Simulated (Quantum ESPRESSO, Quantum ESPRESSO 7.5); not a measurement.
# Y(0001), 4 layers: parallel layout and speed

Wanted: time, iterations and memory of Y(0001), 4 layers by layout of ranks, pools and threads.

Method: plane-wave DFT, PBE, SSSP efficiency pseudopotentials, in Quantum ESPRESSO 7.5.

## (1) The structure

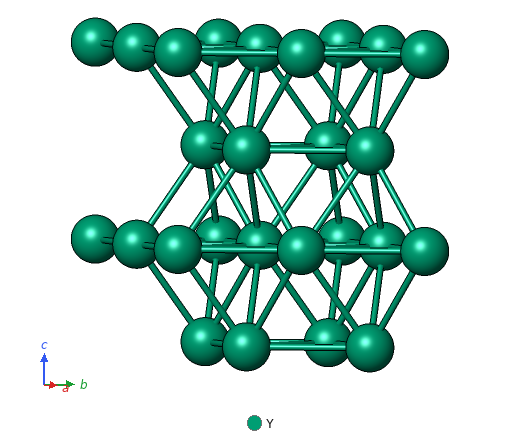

The starting structure, seen from the side, with the c axis up (yttrium teal). 2×2×1 cells are drawn. Some periodic images of atoms are drawn too.

The cell holds 4 atoms: 4 Y. Its edges and angles: a = 3.650 Å, b = 3.650 Å, c = 24.601 Å, α = 90.0°, β = 90.0°, γ = 60.0°. It derives from Y. Vacuum lies along c.

## (2) SCF with pw.x: 4 ranks, 4 pools, 1 thread a rank

The first run is the reference of the series.

File c0.in:

```
&control
  prefix = 'c0'
  outdir = './out'
  pseudo_dir = './pseudo'
  calculation = 'scf'
  tprnfor = .true.
/
&system
  ibrav = 0
  nat = 4
  ntyp = 1
  ecutwfc = 45
  ecutrho = 360
  occupations = 'smearing'
  smearing = 'mv'
  degauss = 0.02
  assume_isolated = 'esm'
  esm_bc = 'bc1'
/
&electrons
  conv_thr = 1e-07
  mixing_beta = 0.4
  electron_maxstep = 120
  mixing_mode = 'local-TF'
/
ATOMIC_SPECIES
  Y   88.9058  Y_pbe_v1.uspp.F.UPF
CELL_PARAMETERS angstrom
  3.65000000000000 0.00000000000000 0.00000000000000
  1.82500000000000 3.16099272381320 0.00000000000000
  0.00000000000000 0.00000000000000 24.60122500000000
ATOMIC_POSITIONS crystal
  Y   0.666666666700 0.666666666700 -0.174812941225
  Y   0.000000000000 0.000000000000 -0.058270980408
  Y   0.666666666700 0.666666666700 0.058270980408
  Y   0.000000000000 0.000000000000 0.174812941225
K_POINTS automatic
  6 6 1 0 0 0
```

Started as:

```
> OMP_NUM_THREADS=1 mpirun -n 4 pw.x -nk 4 -in c0.in > c0.out
```

The program printed:

```text
Program PWSCF v.7.5 starts
[citation notice left out]

     Parallel version (MPI & OpenMP), running on       4 processor cores
     Number of MPI processes:                 4
     Threads/MPI process:                     1

     MPI processes distributed on     1 nodes
[...]
Current dimensions of program PWSCF are:
     Max number of different atomic species (ntypx) = 10
     Max number of k-points (npk) =  40000
     Max angular momentum in pseudopotentials (lmaxx) =  4
     Message from routine setup:
     using ibrav=0 with symmetry is DISCOURAGED, use correct ibrav instead

     K-points division:     npool     =       4
     Subspace diagonalization in iterative solution of the eigenvalue problem:
     a serial algorithm will be used

     G-vector sticks info
     --------------------
     sticks:   dense  smooth     PW     G-vecs:    dense   smooth      PW
     Sum        1177     583    169               220685    78133   12625

     Using Slab Decomposition

     bravais-lattice index     =            0
     lattice parameter (alat)  =       6.8975  a.u.
     unit-cell volume          =    1915.4450 (a.u.)^3
     number of atoms/cell      =            4
     number of atomic types    =            1
     number of electrons       =        44.00
     number of Kohn-Sham states=           26
     kinetic-energy cutoff     =      45.0000  Ry
     charge density cutoff     =     360.0000  Ry
     scf convergence threshold =      1.0E-07
     mixing beta               =       0.4000
     number of iterations used =            8  local-TF  mixing
     Exchange-correlation= SLA  PW   PBE  PBE
                           (   1   4   3   4   0   0   0)

     Effective Screening Medium Method
     =================================
     Boundary Conditions: Vacuum-Slab-Vacuum
     total charge in unit cell        =   0.0000
     grid points for fit at edges     =        4

     celldm(1)=   6.897500  celldm(2)=   0.000000  celldm(3)=   0.000000
     celldm(4)=   0.000000  celldm(5)=   0.000000  celldm(6)=   0.000000

     crystal axes: (cart. coord. in units of alat)
               a(1) = (   1.000000   0.000000   0.000000 )
               a(2) = (   0.500000   0.866025   0.000000 )
               a(3) = (   0.000000   0.000000   6.740062 )

     reciprocal axes: (cart. coord. in units 2 pi/alat)
               b(1) = (  1.000000 -0.577350  0.000000 )
               b(2) = (  0.000000  1.154701  0.000000 )
               b(3) = (  0.000000  0.000000  0.148367 )

     PseudoPot. # 1 for Y  read from file:
     ./pseudo/Y_pbe_v1.uspp.F.UPF
     Pseudo is Ultrasoft + core correction, Zval = 11.0
     Generated by new atomic code, or converted to UPF format
     Using radial grid of  885 points,  6 beta functions with:
                l(1) =   0
                l(2) =   0
                l(3) =   1
                l(4) =   1
                l(5) =   2
                l(6) =   2
     Q(r) pseudized with  6 coefficients,  rinner =    1.200   1.200   1.200
                                                       1.200   1.200

     atomic species   valence    mass     pseudopotential
     Y                11.00    88.90580     Y ( 1.00)

     12 Sym. Ops., with inversion, found ( 6 have fractional translation)

   Cartesian axes

     site n.     atom                  positions (alat units)
         1        Y      tau(   1) = (   1.0000000   0.5773503  -1.1782500  )
         2        Y      tau(   2) = (   0.0000000   0.0000000  -0.3927500  )
         3        Y      tau(   3) = (   1.0000000   0.5773503   0.3927500  )
         4        Y      tau(   4) = (   0.0000000   0.0000000   1.1782500  )

     number of k points=     7  Marzari-Vanderbilt smearing, width (Ry)=  0.0200
                       cart. coord. in units 2pi/alat
        k(    1) = (   0.0000000   0.0000000   0.0000000), wk =   0.0555556
        k(    2) = (   0.0000000   0.1924501   0.0000000), wk =   0.3333333
        k(    3) = (   0.0000000   0.3849002   0.0000000), wk =   0.3333333
        k(    4) = (   0.0000000  -0.5773503   0.0000000), wk =   0.1666667
        k(    5) = (   0.1666667   0.2886751   0.0000000), wk =   0.3333333
        k(    6) = (   0.1666667  -0.6735753   0.0000000), wk =   0.6666667
        k(    7) = (   0.3333333  -0.5773503   0.0000000), wk =   0.1111111

     Dense  grid:   220685 G-vectors     FFT dimensions: (  45,  45, 288)

     Smooth grid:    78133 G-vectors     FFT dimensions: (  30,  30, 200)

     Estimated max dynamical RAM per process >     321.29 MB

     Estimated total dynamical RAM >       1.10 GB

     Check: negative core charge=   -0.000003

     Initial potential from superposition of free atoms

     starting charge      43.9821, renormalised to      44.0000

     negative rho (up, down):  1.715E-01 0.000E+00
     Starting wfcs are   52 randomized atomic wfcs

     total cpu time spent up to now is        4.4 secs

     per-process dynamical memory:   134.9 Mb

     Self-consistent Calculation

     iteration #  1     ecut=    45.00 Ry     beta= 0.40
     Davidson diagonalization with overlap
     ethr =  1.00E-02,  avg # of iterations =  1.0

     negative rho (up, down):  1.704E-01 0.000E+00

     total cpu time spent up to now is        7.3 secs

     total energy              =    -349.89160651 Ry
     estimated scf accuracy    <       1.87122698 Ry

     iteration #  2     ecut=    45.00 Ry     beta= 0.40
[...]
negative rho (up, down):  1.680E-01 0.000E+00

[...]
total energy              =    -349.74473185 Ry
     estimated scf accuracy    <       1.12849783 Ry

     iteration #  3     ecut=    45.00 Ry     beta= 0.40
[...]
negative rho (up, down):  1.702E-01 0.000E+00

[...]
total energy              =    -349.79979700 Ry
     estimated scf accuracy    <       0.12902462 Ry

     iteration #  4     ecut=    45.00 Ry     beta= 0.40
[...]
c_bands:  1 eigenvalues not converged
     c_bands:  1 eigenvalues not converged
[...]
negative rho (up, down):  1.705E-01 0.000E+00

[...]
total energy              =    -349.86663311 Ry
     estimated scf accuracy    <       0.09854519 Ry

     iteration #  5     ecut=    45.00 Ry     beta= 0.40
[...]
negative rho (up, down):  1.708E-01 0.000E+00

[...]
total energy              =    -349.87074706 Ry
     estimated scf accuracy    <       0.02347098 Ry

     iteration #  6     ecut=    45.00 Ry     beta= 0.40
[...]
c_bands:  1 eigenvalues not converged
[...]
negative rho (up, down):  1.710E-01 0.000E+00

[...]
total energy              =    -349.88682186 Ry
     estimated scf accuracy    <       0.02388534 Ry

     iteration #  7     ecut=    45.00 Ry     beta= 0.40
[...]
negative rho (up, down):  1.709E-01 0.000E+00

[...]
total energy              =    -349.89555184 Ry
     estimated scf accuracy    <       0.04711042 Ry

     iteration #  8     ecut=    45.00 Ry     beta= 0.40
[...]
negative rho (up, down):  1.711E-01 0.000E+00

[...]
total energy              =    -349.89076805 Ry
     estimated scf accuracy    <       0.11876032 Ry

     iteration #  9     ecut=    45.00 Ry     beta= 0.40
[...]
negative rho (up, down):  1.778E-01 0.000E+00

[...]
total energy              =    -349.89090277 Ry
     estimated scf accuracy    <       0.04179161 Ry

     iteration # 10     ecut=    45.00 Ry     beta= 0.40
[...]
negative rho (up, down):  1.737E-01 0.000E+00

[...]
total energy              =    -349.89165844 Ry
     estimated scf accuracy    <       0.07596680 Ry

     iteration # 11     ecut=    45.00 Ry     beta= 0.40
[...]
negative rho (up, down):  1.730E-01 0.000E+00

[...]
total energy              =    -349.88365845 Ry
     estimated scf accuracy    <       0.08457743 Ry

     iteration # 12     ecut=    45.00 Ry     beta= 0.40
[...]
negative rho (up, down):  1.723E-01 0.000E+00

[...]
total energy              =    -349.88653024 Ry
     estimated scf accuracy    <       0.00191396 Ry

     iteration # 13     ecut=    45.00 Ry     beta= 0.40
[...]
c_bands:  2 eigenvalues not converged
     c_bands:  1 eigenvalues not converged
[...]
negative rho (up, down):  1.728E-01 0.000E+00

[...]
total energy              =    -349.88926507 Ry
     estimated scf accuracy    <       0.00207472 Ry

     iteration # 14     ecut=    45.00 Ry     beta= 0.40
[...]
negative rho (up, down):  1.724E-01 0.000E+00

[...]
total energy              =    -349.88964866 Ry
     estimated scf accuracy    <       0.00869075 Ry

[...]
iteration # 24     ecut=    45.00 Ry     beta= 0.40
[...]
negative rho (up, down):  1.714E-01 0.000E+00

[...]
total energy              =    -349.88878470 Ry
     estimated scf accuracy    <       0.00002854 Ry

     iteration # 25     ecut=    45.00 Ry     beta= 0.40
[...]
negative rho (up, down):  1.714E-01 0.000E+00

[...]
total energy              =    -349.88875186 Ry
     estimated scf accuracy    <       0.00003551 Ry

     iteration # 26     ecut=    45.00 Ry     beta= 0.40
[...]
negative rho (up, down):  1.714E-01 0.000E+00

[...]
total energy              =    -349.88864678 Ry
     estimated scf accuracy    <       0.00001699 Ry

     iteration # 27     ecut=    45.00 Ry     beta= 0.40
[...]
negative rho (up, down):  1.714E-01 0.000E+00

[...]
total energy              =    -349.88859273 Ry
     estimated scf accuracy    <       0.00000312 Ry

     iteration # 28     ecut=    45.00 Ry     beta= 0.40
[...]
negative rho (up, down):  1.714E-01 0.000E+00

[...]
total energy              =    -349.88859879 Ry
     estimated scf accuracy    <       0.00000161 Ry

     iteration # 29     ecut=    45.00 Ry     beta= 0.40
[...]
negative rho (up, down):  1.714E-01 0.000E+00

[...]
total energy              =    -349.88860182 Ry
     estimated scf accuracy    <       0.00000057 Ry

     iteration # 30     ecut=    45.00 Ry     beta= 0.40
[...]
c_bands:  1 eigenvalues not converged
[...]
negative rho (up, down):  1.714E-01 0.000E+00

[...]
total energy              =    -349.88859656 Ry
     estimated scf accuracy    <       0.00000011 Ry

     iteration # 31     ecut=    45.00 Ry     beta= 0.40
[...]
negative rho (up, down):  1.715E-01 0.000E+00

[...]
End of self-consistent calculation

          k = 0.0000 0.0000 0.0000 (  9837 PWs)   bands (ev):

   -46.4883 -46.4883 -45.9157 -45.8800 -26.5688 -26.5561 -26.2590 -26.2590
   -26.2590 -26.2590 -26.0343 -25.7548 -25.7228 -25.7228 -25.6793 -25.6793
    -7.7059  -7.0989  -6.2272  -5.4029  -3.1904  -3.1512  -2.5786  -2.2644
    -1.7941  -1.7924

          k = 0.0000 0.1925 0.0000 (  9795 PWs)   bands (ev):

   -46.4799 -46.4798 -45.9052 -45.8737 -26.5489 -26.5415 -26.3542 -26.3521
   -26.2805 -26.2804 -26.0182 -25.8309 -25.7620 -25.7484 -25.7403 -25.6959
    -7.1526  -6.5653  -5.7115  -4.8909  -3.2506  -3.1199  -2.9986  -2.4514
    -2.3903  -2.2915

          k = 0.0000 0.3849 0.0000 (  9759 PWs)   bands (ev):

   -46.4628 -46.4628 -45.8828 -45.8622 -26.5371 -26.5341 -26.5111 -26.5085
   -26.3230 -26.3228 -26.0334 -25.9963 -25.8684 -25.7973 -25.7669 -25.7306
    -5.8417  -5.4189  -4.8080  -4.2416  -3.7012  -3.5185  -3.3054  -2.9918
    -2.9242  -2.2627

          k = 0.0000-0.5774 0.0000 (  9744 PWs)   bands (ev):

   -46.4543 -46.4543 -45.8699 -45.8582 -26.6214 -26.6192 -26.5005 -26.4954
   -26.3440 -26.3438 -26.0906 -26.0679 -25.8626 -25.8210 -25.7928 -25.7484
    -4.9785  -4.9008  -4.6834  -4.5271  -3.9276  -3.5695  -3.4152  -2.8398
    -2.7124  -2.0444

          k = 0.1667 0.2887 0.0000 (  9789 PWs)   bands (ev):

   -46.4671 -46.4671 -45.8887 -45.8648 -26.5212 -26.5207 -26.4712 -26.4694
   -26.3314 -26.3304 -26.0129 -25.9329 -25.8676 -25.7805 -25.7625 -25.7396
    -6.1851  -5.6645  -4.8884  -4.1135  -3.4999  -3.4633  -3.1868  -3.1165
    -3.0164  -2.2881

          k = 0.1667-0.6736 0.0000 (  9748 PWs)   bands (ev):

   -46.4543 -46.4543 -45.8700 -45.8581 -26.5759 -26.5744 -26.4976 -26.4940
   -26.3932 -26.3923 -26.0533 -26.0270 -25.8926 -25.8468 -25.7956 -25.7740
    -4.8777  -4.6507  -4.3267  -3.9964  -3.7478  -3.4882  -3.3584  -3.0678
    -2.9583  -2.4717

[...]
the Fermi energy is    -3.3122 ev

!    total energy              =    -349.88859226 Ry
     estimated scf accuracy    <       0.00000004 Ry
     smearing contrib. (-TS)   =      -0.00410931 Ry
     internal energy E=F+TS    =    -349.88448295 Ry

     The total energy is F=E-TS. E is the sum of the following terms:
     one-electron contribution =    4088.67960505 Ry
     hartree contribution      =   -2054.91105315 Ry
     xc contribution           =     -87.47059084 Ry
     ewald contribution        =   -2296.18244402 Ry

     convergence has been achieved in  31 iterations

     negative rho (up, down):  1.715E-01 0.000E+00

     Forces acting on atoms (cartesian axes, Ry/au):

     atom    1 type  1   force =     0.00000000    0.00000000    0.00689566
     atom    2 type  1   force =     0.00000000    0.00000000   -0.00769200
     atom    3 type  1   force =     0.00000000    0.00000000    0.00769200
     atom    4 type  1   force =     0.00000000    0.00000000   -0.00689566

     Total force =     0.014609     Total SCF correction =     0.000180

[...]
=------------------------------------------------------------------------------=
   JOB DONE.
=------------------------------------------------------------------------------=
[...]
```

The job ended after 88 s (4 MPI ranks of Intel Xeon Platinum 8259CL at 2.50GHz (Skylake/Cascade Lake), shared host; peak memory 1.2 GiB; 5.8 min of CPU time).

This step gave:

```
free energy                                                    : -4760.4768 eV
Fermi energy                                                   : -3.312 eV
vacuum line at the lower end of the cell, over the Fermi level : 3.312 eV
vacuum line at the upper end of the cell, over the Fermi level : 3.312 eV
```

The potential energy, planar mean oscillates, so the rows of the table below give means over windows of 2 Å about each position, cut where the curve ends. Its maxima inside the range that stand out by 2 % of the span (Å: eV): -2.9: 0.936, 0.0: 0.750, 2.9: 0.936. Its minima: -4.3: -20.6, -1.4: -20.2, 1.4: -20.2, 4.3: -20.6.

Electrostatic potential energy of an electron; zero at the Fermi level. Table of potential energy, planar mean by z; means over each step:

```tsv
z (Å)	potential energy, planar mean (eV)
-12	3.31
-10	3.31
-8	3.26
-6	0.882
-4	-10.5
-2	-8.91
0	-3.14
2	-8.91
4	-10.5
6	0.882
8	3.26
10	3.31
12	3.31
```

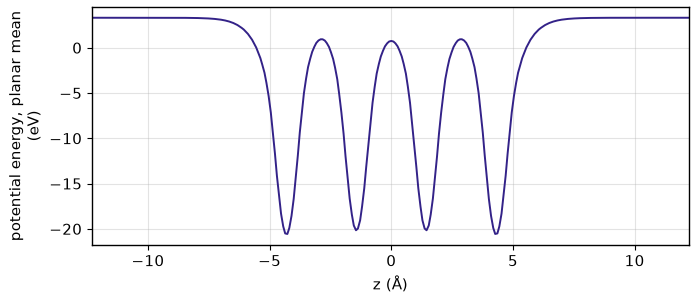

Potential energy, planar mean, plotted against z.

The program's own clock; routines nest. Time by routine:

```tsv
routine	wall time (s)	calls
PWSCF	86.92	1
electrons	81.42	1
c_bands	28.13	31
cegterg	22.48	62
mix_rho	19.02	31
h_psi	17.25	486
vloc_psi	14.2	486
sum_band	13.87	31
fftw	13.82	10660
v_of_rho	11.78	32
newd	8.44	32
ffts	7.34	3197
fft	5.77	425
init_run	4.24	1
```

The vacuum levels are read from the outermost 0.7 Å of the cell on either side.

The run needed 31 iterations to bring the estimated error under 1e-07 Ry; the largest force on any atom, held or free, is 0.20 eV/Å.

Inside the slab this potential holds the local part of the pseudopotentials, which can be repulsive at the nuclei; only its value in the vacuum has a meaning of its own.

## (3) Self-consistent run: 4 ranks, 2 pools, 1 thread a rank

c1.in is the input of step 2 with these lines changed:

```diff
@@ -1,3 +1,3 @@
 &control
-  prefix = 'c0'
+  prefix = 'c1'
   outdir = './out'
```

Started as:

```
> OMP_NUM_THREADS=1 mpirun -n 4 pw.x -nk 2 -in c1.in > c1.out
```

The program printed:

```text
[banner, memory and clock lines left out]
Program PWSCF v.7.5 starts
[...]
Message from routine setup:
[...]
number of electrons       =        44.00
     number of Kohn-Sham states=           26
     kinetic-energy cutoff     =      45.0000  Ry
     charge density cutoff     =     360.0000  Ry
[...]
number of k points=     7  Marzari-Vanderbilt smearing, width (Ry)=  0.0200
[...]
Dense  grid:   220685 G-vectors     FFT dimensions: (  45,  45, 288)
[...]
negative rho (up, down):  1.715E-01 0.000E+00
     Starting wfcs are   52 randomized atomic wfcs
[...]
negative rho (up, down):  1.704E-01 0.000E+00
[...]
estimated scf accuracy    <       1.87099648 Ry
[...]
negative rho (up, down):  1.680E-01 0.000E+00
[...]
estimated scf accuracy    <       1.13234505 Ry
[...]
negative rho (up, down):  1.703E-01 0.000E+00
[...]
estimated scf accuracy    <       0.13362704 Ry
[...]
negative rho (up, down):  1.705E-01 0.000E+00
[...]
estimated scf accuracy    <       0.14801803 Ry
[...]
negative rho (up, down):  1.711E-01 0.000E+00
[...]
estimated scf accuracy    <       0.02751916 Ry
[...]
negative rho (up, down):  1.708E-01 0.000E+00
[...]
estimated scf accuracy    <       0.01400165 Ry
[...]
negative rho (up, down):  1.717E-01 0.000E+00
[...]
estimated scf accuracy    <       0.00992730 Ry
[...]
negative rho (up, down):  1.719E-01 0.000E+00
[...]
estimated scf accuracy    <       0.04474024 Ry
[...]
negative rho (up, down):  1.717E-01 0.000E+00
[...]
estimated scf accuracy    <       0.00689058 Ry
[...]
negative rho (up, down):  1.743E-01 0.000E+00
[...]
estimated scf accuracy    <       0.00630797 Ry
[...]
negative rho (up, down):  1.728E-01 0.000E+00
[...]
estimated scf accuracy    <       0.05176319 Ry
[...]
negative rho (up, down):  1.728E-01 0.000E+00
[...]
estimated scf accuracy    <       0.03399944 Ry
[...]
negative rho (up, down):  1.718E-01 0.000E+00
[...]
estimated scf accuracy    <       0.00094585 Ry
[...]
negative rho (up, down):  1.718E-01 0.000E+00
[...]
estimated scf accuracy    <       0.00033470 Ry
[...]
negative rho (up, down):  1.716E-01 0.000E+00
[...]
estimated scf accuracy    <       0.00031125 Ry
[...]
negative rho (up, down):  1.715E-01 0.000E+00
[...]
estimated scf accuracy    <       0.00022083 Ry
[...]
negative rho (up, down):  1.714E-01 0.000E+00
[...]
estimated scf accuracy    <       0.00020273 Ry
[...]
negative rho (up, down):  1.714E-01 0.000E+00
[...]
estimated scf accuracy    <       0.00007991 Ry
[...]
negative rho (up, down):  1.715E-01 0.000E+00
[...]
estimated scf accuracy    <       0.00000551 Ry
[...]
negative rho (up, down):  1.714E-01 0.000E+00
[...]
estimated scf accuracy    <       0.00002528 Ry
[...]
negative rho (up, down):  1.714E-01 0.000E+00
[...]
estimated scf accuracy    <       0.00009095 Ry
[...]
negative rho (up, down):  1.714E-01 0.000E+00
[...]
estimated scf accuracy    <       0.00005319 Ry
[...]
negative rho (up, down):  1.714E-01 0.000E+00
[...]
estimated scf accuracy    <       0.00004007 Ry
[...]
negative rho (up, down):  1.714E-01 0.000E+00
[...]
estimated scf accuracy    <       0.00005520 Ry
[...]
negative rho (up, down):  1.714E-01 0.000E+00
[...]
estimated scf accuracy    <       0.00007675 Ry
[...]
negative rho (up, down):  1.714E-01 0.000E+00
[...]
estimated scf accuracy    <       0.00009093 Ry
[...]
negative rho (up, down):  1.715E-01 0.000E+00
[...]
estimated scf accuracy    <       0.00004658 Ry
[...]
negative rho (up, down):  1.715E-01 0.000E+00
[...]
estimated scf accuracy    <       0.00000220 Ry
[...]
negative rho (up, down):  1.715E-01 0.000E+00
[...]
the Fermi energy is    -3.3111 ev
!    total energy              =    -349.88859162 Ry
     estimated scf accuracy    <       0.00000002 Ry
     smearing contrib. (-TS)   =      -0.00409991 Ry
     internal energy E=F+TS    =    -349.88449172 Ry
[...]
one-electron contribution =    4088.67046136 Ry
     hartree contribution      =   -2054.90181302 Ry
     xc contribution           =     -87.47069603 Ry
     ewald contribution        =   -2296.18244402 Ry
     convergence has been achieved in  29 iterations
     negative rho (up, down):  1.715E-01 0.000E+00
[...]
Total force =     0.014745     Total SCF correction =     0.000829
[...]
```

Elapsed: 66 s, on 4 MPI ranks; peak memory 1 GiB.

Numbers from this step:

| Item | Value |
| --- | --- |
| Fermi energy | -3.311 eV |
| vacuum line at the lower end of the cell, over the Fermi level | 3.311 eV |
| vacuum line at the upper end of the cell, over the Fermi level | 3.311 eV |

The program's own clock; routines nest. Time by routine:

```tsv
routine	wall time (s)	calls
PWSCF	65.74	1
electrons	62.6	1
c_bands	27.74	29
cegterg	24.32	116
h_psi	19.08	852
fftw	17.04	20006
vloc_psi	16.45	852
sum_band	12.86	29
mix_rho	9.11	29
newd	7.45	30
v_of_rho	5.48	30
ffts	4.12	2943
fft	2.55	399
init_run	2.2	1
```

Counted from each run's own zero (the Fermi level), the vacuum level differs from the first run's by -1 meV.

(Part 1 of 3 ends here.)

[Logs are printed without paths, hosts, clocks, repeated set-up lines and the standing remarks that a program may print on its own settings, such as how far it seeks lower states.]

[Hosts, paths, dates, database ids (printed as entryN), source tags and the programs' standing remarks are cut or masked in the printed files.]

[Maps of the electrostatic potential energy from Ansatz leave out the sawtooth potential of an applied field or a dipole correction, so their vacuum need not be flat; planar profiles and work functions include it.]
